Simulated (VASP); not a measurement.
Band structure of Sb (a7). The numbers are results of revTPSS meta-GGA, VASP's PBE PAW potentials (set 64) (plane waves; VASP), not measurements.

Unless said otherwise, spin-orbit coupling is left out, though it shifts the bands of the heavy elements here.

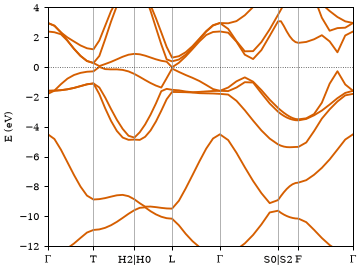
Figure: Bands along high-symmetry lines, zero at the valence-band maximum or, without a gap, the Fermi level

**Question.** Read the plot: is there a gap, and where are the band edges?

**Answer.** It has no gap at this level: it comes out as a metal or semimetal.

The compound is Sb in the a7 structure. It was relaxed first.
